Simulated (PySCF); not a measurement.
# C2H9NOSi, SMILES `COC[SiH2]N`: electronic structure

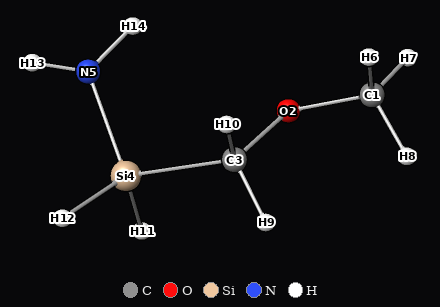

The molecule, with its atoms numbered as below. No frequency check shows the geometry to be a minimum.

Geometry (Å), atoms numbered from 1:

```
C1       2.5833    0.2672   -0.0238
O2       1.2136    0.2848   -0.3172
C3       0.4733   -0.6792    0.4084
Si4     -1.3355   -0.5129   -0.1613
N5      -1.7599    1.1079    0.2219
H6       2.7654    0.4830    1.0377
H7       3.0518    1.0362   -0.6364
H8       3.0280   -0.7087   -0.2602
H9       0.8683   -1.6843    0.2080
H10      0.5856   -0.5035    1.4867
H11     -1.4020   -0.8982   -1.5789
H12     -2.2031   -1.3812    0.6394
H13     -2.6687    1.4591   -0.0333
H14     -1.0578    1.8164    0.0729
```

## 1. Bonding charge

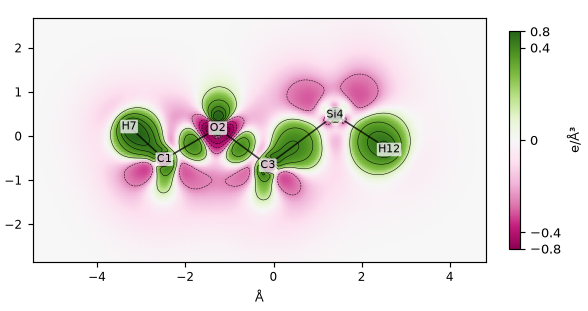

Deformation density (molecule less spherical, spin-averaged free atoms) in the plane of C1, O2, C3, Si4, H7 and H12; colour scale in e/Å³, logarithmic beyond ±0.1; green: gain, pink: loss.

Computed with PySCF, PBE0/def2-TZVP, geometry: GFN2-xTB.

Describe the bonding that the map shows.

Answer. C1–H7: +0.77 e/Å³ at the bond critical point (bond length 1.09 Å, Mayer order 1.0). Si4–H12: +0.23 e/Å³ at the bond critical point (bond length 1.47 Å, Mayer order 0.9). C3–Si4: +0.20 e/Å³ at the bond critical point (bond length 1.90 Å, Mayer order 1.0). C1–O2: +0.15 e/Å³ at the bond critical point (bond length 1.40 Å, Mayer order 1.0). O2–C3: +0.11 e/Å³ at the bond critical point (bond length 1.42 Å, Mayer order 0.9); up to 0.6 Å beside the axis the gain reaches +0.33 e/Å³. In all, 3.2 electrons gather in the regions of gain relative to the promolecule. A small or negative value marks a very polar bond, one between electron-rich atoms, whose free-atom densities already overlap strongly, a long bond to a heavier atom, or a closed-shell contact such as a hydrogen bond.

## 2. Bond critical points

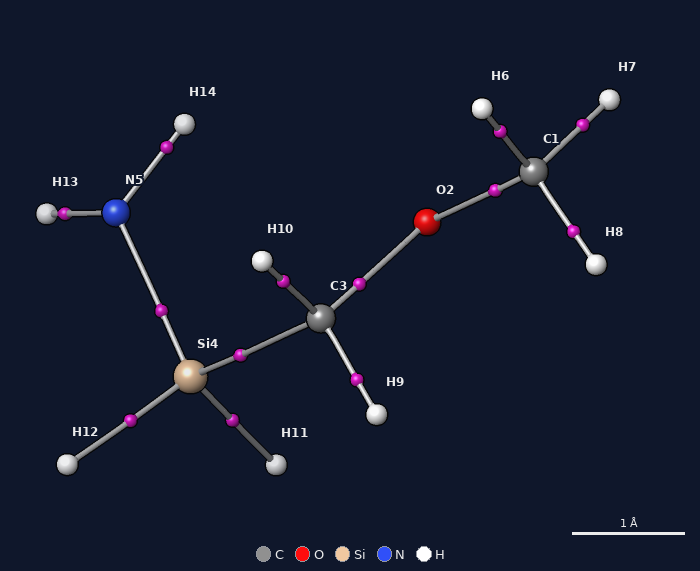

Molecular graph of the electron density (QTAIM): bond paths, bond critical points (magenta), ring points (cyan, if any); weak paths are dashed.

How many critical points of each kind are there, and does the count close?

Answer. 14 nuclei, 13 bond, 0 ring and 0 cage critical points: 14 − 13 + 0 − 0 = 1, as the Poincaré–Hopf relation requires.

What does the calculation give at each kind of bond critical point?

Answer.
```tsv
bond	length (Å)	ρ (a.u.)	∇²ρ (a.u.)	ε	H (a.u.)
N5–H13	1.007	0.337	−1.65	0.03	−0.475
N5–H14	1.009	0.336	−1.67	0.03	−0.478
C1–H7	1.089	0.286	−1.02	0.04	−0.291
C1–H8	1.098	0.279	−0.97	0.04	−0.279
C1–H6	1.098	0.279	−0.97	0.04	−0.279
C3–H10	1.098	0.276	−0.94	0.06	−0.275
C3–H9	1.098	0.276	−0.94	0.06	−0.275
C1–O2	1.401	0.270	−0.60	0.03	−0.387
O2–C3	1.416	0.259	−0.53	0.04	−0.359
Si4–N5	1.719	0.134	+0.57	0.14	−0.062
Si4–H12	1.466	0.125	+0.18	0.04	−0.078
Si4–H11	1.470	0.124	+0.17	0.03	−0.078
C3–Si4	1.904	0.119	+0.17	0.03	−0.072
```

What kind of interaction is C3–H10?

Answer. Shared-shell (covalent): ρ = 0.276, ∇²ρ = −0.94, H = −0.275 a.u.

## 3. Local ionisation energy

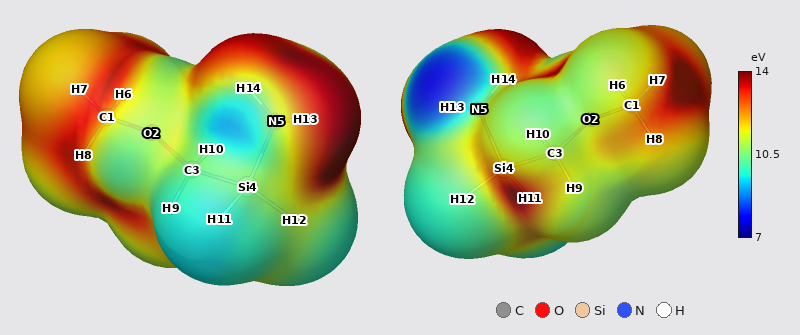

Average local ionisation energy on the surface of electron density 0.001 a.u. (back view left, front view right).

Where are the most loosely bound electrons on this surface?

Answer. The lowest value is 8.0 eV, 2.0 Å from N5. Further minima include 9.0 eV, near H13 (1.93 Å), H14 (2.05 Å) and N5 (2.06 Å); 9.4 eV, 1.5 Å from H11; 10.4 eV, 1.5 Å from H10. For comparison, the highest occupied orbital lies at −7.2 eV.

What volume does the surface enclose, and what is the dipole moment?

Answer. About 136 Å³; the dipole moment is 0.7 D.

## 4. In an electric field

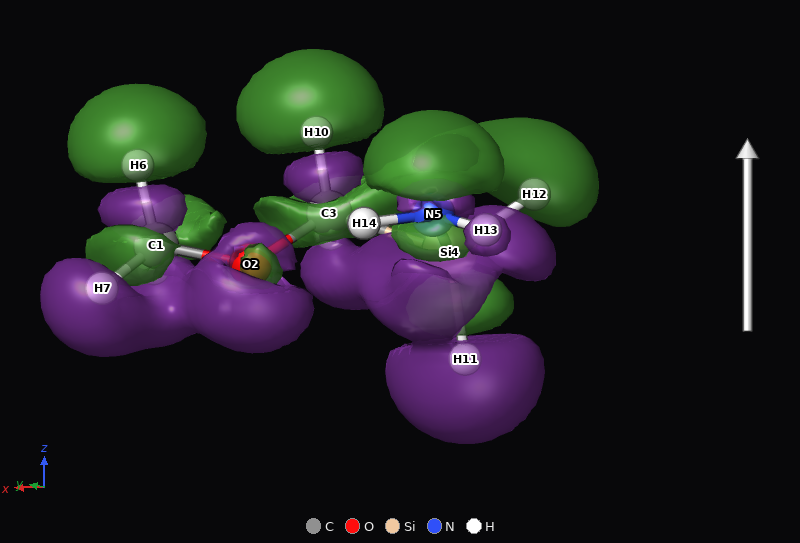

Change of the electron density in a uniform field of 0.10 V/Å along +z (arrow), surfaces at ±0.0005 e/Å³ (purple: gain, green: loss).

Method: PBE/6-31G*; geometry: GFN2-xTB; program: PySCF. A basis without diffuse functions makes polarisabilities too small.

The field was applied in both directions; the picture shows the one opposite to the script's first.

What dipole is induced, and what polarisability does it imply?

Answer. The induced dipole is 0.24 D (along the field); α along this axis, from the fields in both directions, is 47 bohr³ (7.0 Å³).

## 5. Localised orbitals

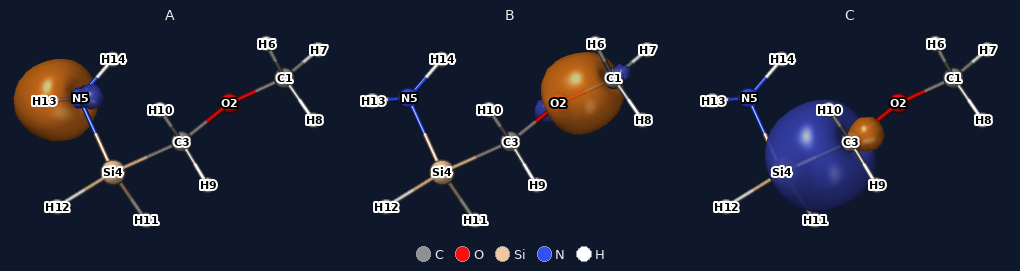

Pipek–Mezey orbitals, occupied; each surface holds about 80 % of the orbital's density. Energies are diagonal elements of the Fock matrix.

Computed with PySCF, M06-2X/def2-SVPD, geometry: GFN2-xTB.

What does each orbital represent in a Lewis picture?

Answer. By panel:
- A: σ bond N5–H13 (N5 61 %, H13 38 %; −18.2 eV)
- B: σ bond O2–C1 (O2 63 %, C1 37 %; −22.1 eV)
- C: σ bond C3–Si4 (C3 63 %, Si4 36 %; −13.5 eV)

Which has the smallest and which the largest spatial spread?

Answer. Smallest: B (0.72 Å); largest: C (0.96 Å).
